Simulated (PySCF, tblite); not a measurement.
**C3H9AlN2Si2: geometry, infrared bands and NMR shifts**

What infrared bands and NMR shifts should C3H9AlN2Si2 (`C#[C][AlH][N]1[SiH2]CN[SiH2]1`) show?

Programs: tblite 0.8.0 and PySCF 2.14.0, with density-fitted response routines of our own. Each step states its level of theory. These are calculated values for one molecule in the gas phase, unless marked as measured. Atoms count from 0, in the outputs and in this text.

### 1 Starting geometry

17 atoms, charge 0, multiplicity 1; geometry from: force field or distance geometry start.

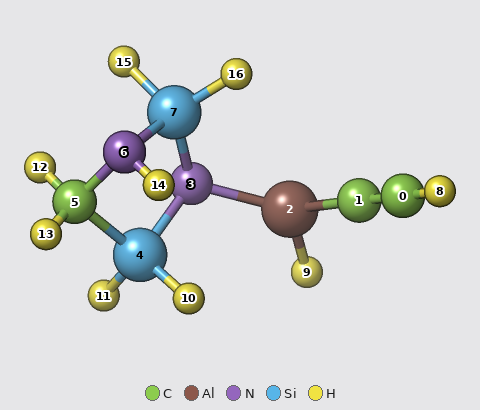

As it starts; carbon green, aluminium brown, nitrogen purple, silicon blue, hydrogen yellow, atoms numbered.

### 2 Geometry optimisation with GFN2-xTB

The job: settings as JSON, then the geometry in Å.

```
{"job": {"kind": "relax", "xc": "GFN2-xTB", "basis": "xTB"}, "charge": 0, "multiplicity": 1}
C      3.803600     0.030500     0.854600
C      2.964300    -0.181300    -0.012900
Al     1.630600    -0.541600    -1.381800
N     -0.193100    -0.003700    -1.217900
Si    -1.148200    -1.183300    -0.250000
C     -2.326700    -0.022600     0.623000
N     -1.364900     0.979500     1.123600
Si    -0.461700     1.486600    -0.325800
H      4.516800     0.225300     1.612900
H      1.901600    -1.869500    -2.245900
H     -0.233100    -1.880000     0.639600
H     -1.866000    -2.084200    -1.165800
H     -2.976800     0.523900    -0.080700
H     -2.850000    -0.498500     1.441200
H     -0.720100     0.446300     1.756800
H     -1.403900     2.337200    -1.105300
H      0.720700     2.247400     0.023400
```

Launch:

```bash
OMP_NUM_THREADS=1 python probes_run.py task.json out
```

The driver reads the jobs from task.json and runs them one after another.

Output:

```text
step      E/eV     max force
  0    -580.94089    2.021
  1    -581.07913    3.167
  2    -581.20066    1.985
  3    -581.29335    0.718
  4    -581.35754    0.580
  5    -581.41003    0.635
  6    -581.43533    0.458
  7    -581.45789    0.354
  8    -581.47639    0.412
  9    -581.50093    0.494
 10    -581.52632    0.497
 11    -581.54964    0.396
 12    -581.57089    0.473
 13    -581.59193    0.418
 14    -581.61419    0.547
 15    -581.63973    0.521
 16    -581.66149    0.265
 17    -581.67440    0.242
 18    -581.68449    0.245
 19    -581.69650    0.333
 20    -581.70831    0.266
 21    -581.71889    0.227
 22    -581.72927    0.411
 23    -581.74157    0.373
 24    -581.75556    0.386
 25    -581.77244    0.288
 26    -581.78369    0.189
 27    -581.79081    0.190
 28    -581.79811    0.194
 29    -581.80508    0.184
 30    -581.81052    0.354
 31    -581.81542    0.235
 32    -581.81917    0.248
 33    -581.82329    0.216
 34    -581.82846    0.222
 35    -581.83642    0.295
 36    -581.84359    0.220
 37    -581.84912    0.173
 38    -581.85454    0.175
 39    -581.86298    0.255
 40    -581.85459    1.276
 41    -581.88594    0.466
 42    -581.89997    0.301
 43    -581.91903    1.189
 44    -581.93259    0.208
 45    -581.94145    0.296
 46    -581.95188    0.878
 47    -581.96275    0.458
 48    -581.97963    0.146
 49    -581.98919    0.202
 50    -581.99294    0.191
 51    -581.99571    0.125
 52    -581.99883    0.162
 53    -582.00124    0.116
 54    -582.00443    0.135
 55    -582.00698    0.136
 56    -582.00883    0.125
 57    -582.00976    0.089
 58    -582.01036    0.082
 59    -582.01103    0.072
 60    -582.01185    0.057
 61    -582.01262    0.075
 62    -582.01317    0.070
 63    -582.01353    0.051
 64    -582.01376    0.037
 65    -582.01394    0.034
 66    -582.01413    0.054
 67    -582.01433    0.035
 68    -582.01449    0.023
 69    -582.01460    0.020
 70    -582.01465    0.013
 71    -582.01470    0.016
 72    -582.01476    0.019
 73    -582.01484    0.019
 74    -582.01492    0.017
 75    -582.01498    0.019
 76    -582.01503    0.026
 77    -582.01509    0.023
 78    -582.01517    0.031
 79    -582.01528    0.032
 80    -582.01538    0.024
 81    -582.01547    0.023
 82    -582.01555    0.022
 83    -582.01563    0.024
 84    -582.01575    0.027
 85    -582.01591    0.032
 86    -582.01608    0.031
 87    -582.01619    0.021
 88    -582.01625    0.020
 89    -582.01630    0.020
 90    -582.01639    0.024
 91    -582.01655    0.036
 92    -582.01678    0.043
 93    -582.01701    0.048
 94    -582.01719    0.034
 95    -582.01734    0.025
 96    -582.01748    0.028
 97    -582.01762    0.025
 98    -582.01773    0.059
 99    -582.01780    0.022
100    -582.01791    0.023
101    -582.01811    0.025
102    -582.01820    0.020
103    -582.01836    0.021
104    -582.01844    0.026
105    -582.01853    0.051
106    -582.01860    0.029
107    -582.01867    0.028
108    -582.01877    0.034
109    -582.01888    0.036
110    -582.01902    0.027
111    -582.01910    0.020
112    -582.01913    0.024
113    -582.01916    0.026
114    -582.01921    0.025
115    -582.01929    0.022
116    -582.01937    0.018
117    -582.01943    0.014
118    -582.01948    0.021
119    -582.01954    0.022
120    -582.01967    0.034
121    -582.01988    0.040
122    -582.02008    0.029
123    -582.02017    0.034
124    -582.02022    0.015
125    -582.02025    0.013
126    -582.02029    0.014
127    -582.02034    0.020
128    -582.02043    0.028
129    -582.02053    0.027
130    -582.02064    0.024
131    -582.02073    0.019
132    -582.02079    0.020
133    -582.02083    0.017
134    -582.02087    0.013
135    -582.02091    0.019
136    -582.02095    0.018
137    -582.02099    0.017
138    -582.02103    0.013
139    -582.02105    0.013
140    -582.02108    0.014
141    -582.02111    0.018
142    -582.02116    0.022
143    -582.02121    0.019
144    -582.02125    0.013
145    -582.02127    0.008
```

Wall time 2.4 s (1 thread of Arm Neoverse N1, shared host).

Along the way: (not every step is listed)

```tsv
step	energy from step 0 (eV)	largest force (eV/Å)
0	0.0000	2.0208
1	-0.1382	3.1674
2	-0.2598	1.9847
3	-0.3525	0.7179
4	-0.4167	0.5802
5	-0.4691	0.6348
6	-0.4944	0.4582
7	-0.5170	0.3538
8	-0.5355	0.4116
21	-0.7780	0.2273
34	-0.8876	0.2220
47	-1.0219	0.4579
60	-1.0710	0.0568
73	-1.0740	0.0192
86	-1.0752	0.0311
99	-1.0769	0.0217
112	-1.0782	0.0239
125	-1.0794	0.0134
138	-1.0801	0.0130
140	-1.0802	0.0144
141	-1.0802	0.0176
142	-1.0803	0.0218
143	-1.0803	0.0194
144	-1.0804	0.0131
145	-1.0804	0.0082
```

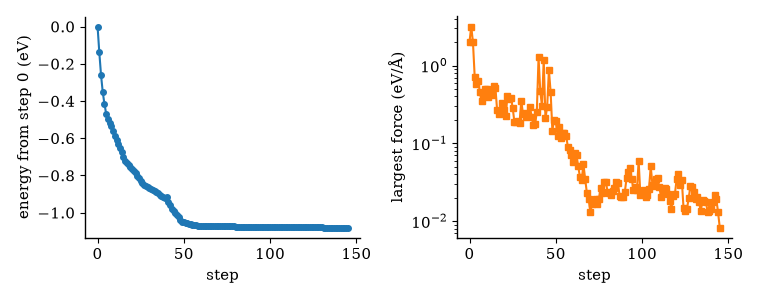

Energy and force, step by step.

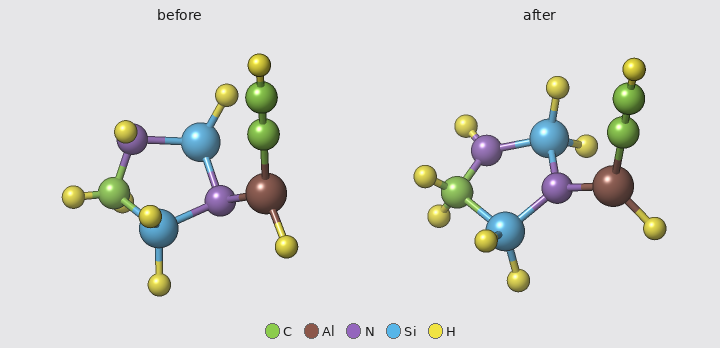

Before and after, at one scale.

Close pairs (by a distance rule), those that changed most:

```tsv
bond	before (Å)	after (Å)	change (Å)
Al2–N3	1.908	1.804	-0.104
N6–Si7	1.781	1.705	-0.076
Al2–H9	1.607	1.538	-0.069
N3–Si4	1.800	1.739	-0.061
N6–H14	1.049	1.006	-0.043
Si4–C5	1.870	1.908	+0.038
C5–N6	1.476	1.448	-0.028
Si7–H16	1.449	1.469	+0.021
```

The final coordinates are the input of the step that follows.

### 3 Harmonic vibrations with GFN2-xTB

The job: settings as JSON, then the geometry in Å.

```
{"job": {"kind": "ir", "xc": "GFN2-xTB", "basis": "xTB"}, "charge": 0, "multiplicity": 1}
C      4.303799    -0.162246     0.649562
C      3.328597    -0.317435    -0.053406
Al     1.743159    -0.557877    -1.159708
N      0.070497    -0.222776    -0.572525
Si    -1.227168    -1.323868    -0.214118
C     -2.350693    -0.179501     0.820468
N     -1.866570     1.168058     0.605424
Si    -0.391345     1.439683    -0.205791
H      5.158915    -0.029245     1.254572
H      1.884715    -1.013137    -2.622361
H     -0.720749    -2.466936     0.558626
H     -1.930377    -1.770330    -1.424610
H     -3.398858    -0.250676     0.513103
H     -2.318133    -0.435560     1.885823
H     -2.365556     1.885822     1.103701
H     -0.590451     2.187303    -1.457206
H      0.663220     2.060751     0.607460
```

Output:

```text
mode    cm-1     km/mol
  1     -14.2      0.24
  2      24.8      0.68
  3      47.1      1.63
  4      51.1      9.00
  5      73.7      0.12
  6     150.0      1.49
  7     160.7      2.94
  8     242.3     20.44
  9     281.4      9.52
 10     346.4     68.82
 11     448.4     45.44
 12     464.9      4.32
 13     472.9     64.61
 14     494.9     38.62
 15     498.3      4.54
 16     534.1     14.52
 17     551.8     76.59
 18     555.8     58.26
 19     648.5    391.17
 20     658.1    116.19
 21     686.3     56.85
 22     686.9    130.73
 23     700.4     39.90
 24     747.3    163.42
 25     777.4    164.83
 26     789.1     92.19
 27     816.9    251.02
 28     853.6     43.22
 29     877.0    474.51
 30     958.2    603.50
 31    1139.4     36.58
 32    1162.6      7.44
 33    1189.1     62.89
 34    1357.2     49.55
 35    1495.9      2.67
 36    1806.0    285.14
 37    2123.9     40.64
 38    2156.5    354.89
 39    2186.5    660.74
 40    2204.7    190.79
 41    2206.8    238.76
 42    2878.7     81.09
 43    2922.3     63.00
 44    3311.2      6.94
 45    3468.2      5.73
```

Run time: 1.5 s. Hardware: 1 thread of Arm Neoverse N1, shared host.

Which atoms move in the most intense modes:

```tsv
cm⁻¹	km/mol	atoms
648	391.2	H9 40 %, Al2 15 %, H11 13 %
817	251.0	H16 46 %, H15 45 %
877	474.5	N3 55 %, Si7 23 %
958	603.5	N3 75 %, Si4 14 %
1806	285.1	H9 96 %
2156	354.9	H15 59 %, H16 34 %
2186	660.7	H10 61 %, H11 33 %
2207	238.8	H11 63 %, H10 35 %
```

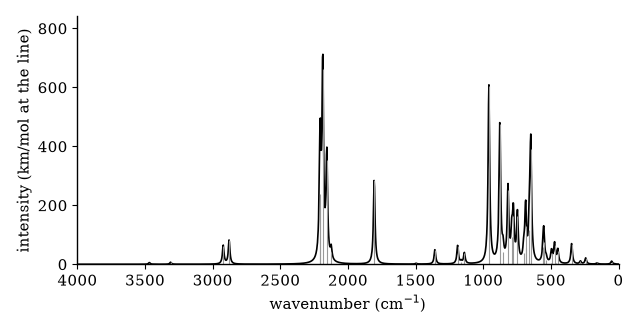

The infrared spectrum from these modes, unscaled. Lines are broadened to a width of 14 cm⁻¹ (Lorentzian).

### 4 Shielding tensors: PBE0/pcSseg-1

The job, as its differences from that of step 3:

```diff
@@ -1,2 +1,2 @@
-{"job": {"kind": "ir", "xc": "GFN2-xTB", "basis": "xTB"}, "charge": 0, "multiplicity": 1}
+{"job": {"kind": "nmr", "xc": "PBE0", "basis": "pcSseg-1"}, "charge": 0, "multiplicity": 1}
 C      4.303799    -0.162246     0.649562
```

Level: GIAO PBE0/pcSseg-1 NMR shielding, non-relativistic, gas phase.

Output:

```text
coarse grid: 15840 points
cycle   1  E = -1049.8335494692  dE =  7.957e-01  |g| = 7.115e-01  |ddm| = 4.013e+00
cycle   2  E = -1049.7000663364  dE =  1.335e-01  |g| = 1.033e+00  |ddm| = 1.636e+00
cycle   3  E = -1049.9444042467  dE = -2.443e-01  |g| = 1.481e-01  |ddm| = 1.054e+00
cycle   4  E = -1049.9490746426  dE = -4.670e-03  |g| = 5.901e-02  |ddm| = 1.654e-01
cycle   5  E = -1049.9497308919  dE = -6.562e-04  |g| = 3.204e-02  |ddm| = 6.432e-02
cycle   6  E = -1049.9499791776  dE = -2.483e-04  |g| = 6.857e-03  |ddm| = 2.498e-02
cycle   7  E = -1049.9499894214  dE = -1.024e-05  |g| = 2.257e-03  |ddm| = 7.004e-03
cycle   8  E = -1049.9499905662  dE = -1.145e-06  |g| = 2.909e-04  |ddm| = 2.046e-03
final grid: 139704 points
cycle   9  E = -1049.9923245375  dE = -2.137e-05  |g| = 7.276e-03  |ddm| = 2.584e-02
cycle  10  E = -1049.9923128947  dE =  1.164e-05  |g| = 1.027e-02  |ddm| = 1.605e-02
cycle  11  E = -1049.9923368730  dE = -2.398e-05  |g| = 1.063e-03  |ddm| = 9.371e-03
cycle  12  E = -1049.9923371200  dE = -2.470e-07  |g| = 3.219e-04  |ddm| = 1.113e-03
cycle  13  E = -1049.9923371406  dE = -2.061e-08  |g| = 1.224e-04  |ddm| = 3.315e-04
cycle  14  E = -1049.9923371437  dE = -3.092e-09  |g| = 4.754e-05  |ddm| = 1.096e-04
cycle  15  E = -1049.9923371442  dE = -5.055e-10  |g| = 1.965e-05  |ddm| = 4.487e-05
converged SCF energy = -1049.9923371442

GIAO shielding tensors (ppm)
atom      isotropic    diamagn.    paramagn.     s11        s22        s33       span
  0 C       82.006     260.116    -178.110     -9.314     -1.573    256.904    266.218
  1 C       88.596     254.894    -166.298    -10.402     -7.754    283.942    294.344
  2 Al     375.138     796.745    -421.608    336.134    389.332    399.946     63.812
  3 N      227.476     331.227    -103.751    166.851    234.255    281.321    114.470
  4 Si     376.782     879.520    -502.737    326.254    372.726    431.366    105.113
  5 C      158.272     247.731     -89.459    139.557    142.202    193.057     53.500
  6 N      259.432     323.857     -64.425    203.173    241.354    333.769    130.596
  7 Si     372.527     880.591    -508.064    330.776    362.102    424.701     93.925
  8 H       29.825      32.546      -2.721     24.558     24.747     40.170     15.612
  9 H       26.974      28.169      -1.196     23.018     25.116     32.786      9.768
 10 H       26.493      29.252      -2.759     22.605     24.827     32.048      9.443
 11 H       26.493      28.618      -2.124     22.595     24.077     32.807     10.212
 12 H       28.704      28.126       0.579     23.488     26.546     36.079     12.590
 13 H       28.705      29.876      -1.171     23.426     26.290     36.400     12.974
 14 H       31.766      31.368       0.398     21.136     29.312     44.852     23.715
 15 H       26.228      29.572      -3.344     22.324     23.981     32.379     10.055
 16 H       25.991      30.813      -4.822     22.171     24.479     31.321      9.150
```

Run time: 67 s. Hardware: 1 thread of Arm Neoverse N1, shared host; peak memory 0.92 GiB.

Shifts follow as δ = σ(reference) − σ, with reference shieldings (ppm) from runs at the same level and on the same kind of geometry: 1H TMS 31.72, 13C TMS 186.9, 29Si TMS 349.2, 15N NH3 267.7, 27Al AlH4- 490.0. The references are single molecules in the gas phase, so shifts against H2O, NH3, PH3, H3PO4 or CFCl3 are not on the usual liquid scales and can be off by tens of ppm. Shifts against hydride references such as AlH4− lie on their own scale. Atoms listed in one row are averaged.

```tsv
atoms	environment	σ (ppm)	δ (ppm)
C0	terminal alkyne carbon	82.0	104.9
C1	alkyne carbon	88.6	98.3
C5	sp3 CH2 bonded to N and Si	158.3	28.7
H15, H16	hydrogen on a silicon bonded to 2 N, in a 5-membered ring	26.11	5.61
H10, H11	hydrogen on a silicon bonded to C, N, in a 5-membered ring	26.49	5.22
H9	hydrogen on an aluminium bonded to C, N	26.97	4.74
H12, H13	hydrogen on an sp3 CH2 bonded to N and Si	28.70	3.01
H8	hydrogen on a terminal alkyne carbon	29.83	1.89
H14	hydrogen on a nitrogen bonded to C, Si, in a 5-membered ring	31.77	-0.05
Al2	aluminium bonded to C, N, H	375.1	114.8
N3	nitrogen bonded to Al, 2 Si, in a 5-membered ring	227.5	40.3
N6	nitrogen bonded to C, Si, H, in a 5-membered ring	259.4	8.3
Si7	silicon bonded to 2 N, 2 H, in a 5-membered ring	372.5	-23.4
Si4	silicon bonded to C, N, 2 H, in a 5-membered ring	376.8	-27.6
```

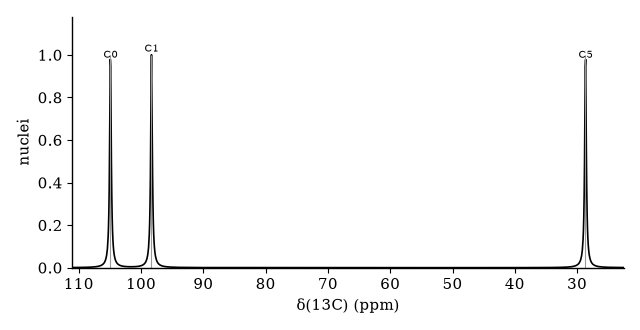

13C lines at the computed shifts, without couplings. Lines are broadened to a width of 0.31 ppm (Lorentzian).

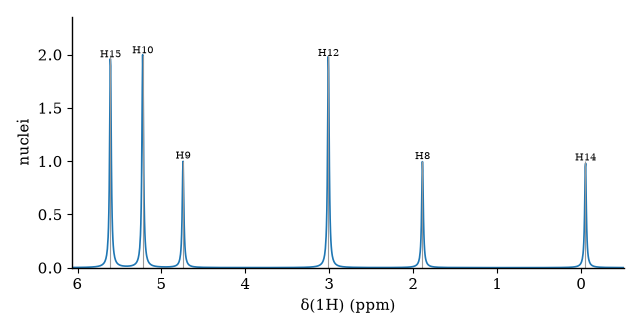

1H lines at the computed shifts, without couplings. Lines are broadened to a width of 0.02 ppm (Lorentzian).

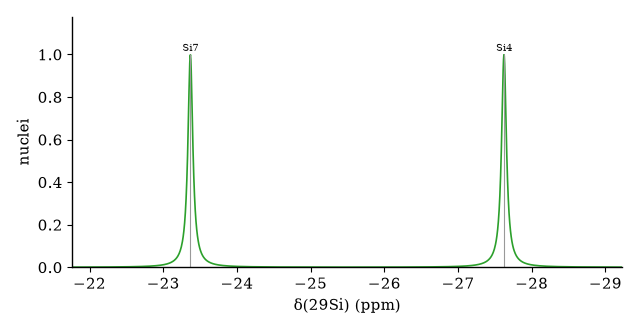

29Si lines at the computed shifts, without couplings. Lines are broadened to a width of 0.08 ppm (Lorentzian).

The run also stored atomic charges by several schemes (e):

```tsv
atoms	Mulliken	IAO	Hirshfeld	ESP fit
C0	-0.12	-0.18	-0.09	-0.17
C1	-0.24	-0.38	-0.23	-0.54
Al2	0.95	0.97	0.57	1.21
N3	-1.15	-1.07	-0.41	-0.80
Si4	0.79	0.89	0.37	0.50
C5	-0.29	-0.42	-0.11	-0.06
N6	-0.69	-0.69	-0.25	-0.62
Si7	0.89	1.01	0.38	0.68
```

IAO charges:

C0 -0.18; C1 -0.38; Al2 0.97; N3 -1.07; Si4 0.89; C5 -0.42; N6 -0.69; Si7 1.01; H8 0.20; H9 -0.22; H10 -0.14; H11 -0.15; H12 0.14; H13 0.13; H14 0.26; H15 -0.18; H16 -0.16

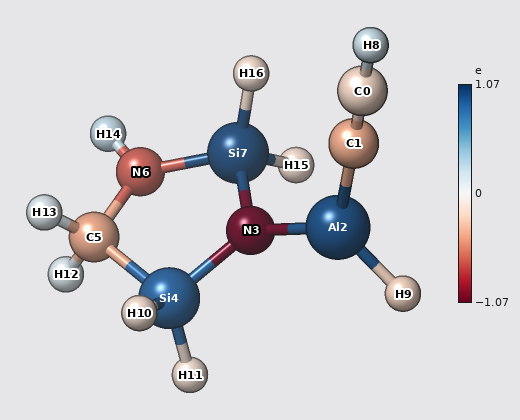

IAO charges, as colours on the atoms.

Mayer bond orders: C0–C1 2.46, C1–Al2 0.92, Al2–N3 0.85, N3–Si4 0.92, Si4–C5 0.91, C5–N6 0.94, N6–Si7 1.03, Si7–N3 0.87.

Ring of atoms N3, Si4, C5, N6, Si7: NICS(0) -6.1, NICS(1) -2.3, NICS(1)zz -2.6 ppm (means of both faces).

### 5 Outcome

```
                                                              quantity                                    value
                             strongest single infrared mode (GFN2-xTB)                    2186 cm⁻¹, 661 km/mol
                                          zero-point energy (GFN2-xTB)                            66.1 kcal/mol
                                13C shifts against TMS (PBE0/pcSseg-1)                    104.9, 98.3, 28.7 ppm
1H shifts against TMS (PBE0/pcSseg-1, means over atoms taken as alike)  5.61, 5.22, 4.74, 3.01, 1.89, -0.05 ppm
                             27Al shifts against AlH4- (PBE0/pcSseg-1)                                114.8 ppm
                                15N shifts against NH3 (PBE0/pcSseg-1)                            40.3, 8.3 ppm
                               29Si shifts against TMS (PBE0/pcSseg-1)                         -23.4, -27.6 ppm
```

What this shows: Over 145 steps the energy fell by 1.080 eV; of the close pairs, Al2–N3 changed most, 1.908 to 1.804 Å. The lowest mode is slightly imaginary (14i cm⁻¹), a soft motion within the noise of the Hessian, so the minimum is not strictly shown. The strongest single mode, at 2186 cm⁻¹, moves mainly H10 and H11. Unscaled tight-binding wavenumbers are off by several per cent, some by more. Its intensities can rank the bands wrongly. At PBE0/pcSseg-1: The widest tensor belongs to C1: span 294 ppm, with a paramagnetic part of -166 ppm.
